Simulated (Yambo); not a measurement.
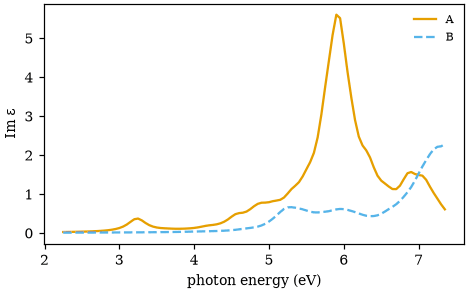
Figure. Two computed absorption spectra of BaO$_{2}$ (space group I4/mmm, No. 139) under isotropic strain of +2 % on all lattice vectors (Yambo, PBEsol bands with the same scissor, field along x)

Axes are Cartesian, with cell vectors (Å) (-1.92, 1.92, 3.44), (1.92, -1.92, 3.44), (1.92, 1.92, -3.44).

Q: Which curve includes the electron-hole attraction (BSE)?

A: Curve A: the attraction moves weight to lower energy (centre of the plotted range 5.9 eV against 6.4 eV). Settings: 8×8×8 mesh, 2 valence and 3 conduction bands, static screening with 29 bands and a 4 Ry block, scissor 1.68 eV, Tamm-Dancoff. The scissor comes from a G0W0 run whose convergence isn't established. Broadening 0.15 eV. The band window holds all transitions up to 7.4 eV. On this mesh the peak heights and the fine structure are mesh artefacts; only the shift of weight is robust.

Geometry strained from the cell relaxed with PBEsol, atoms relaxed again; primitive cell a = 4.3875 Å, b = 4.3875 Å, c = 4.3875 Å, α = 128.00°, β = 128.00°, γ = 76.63°.
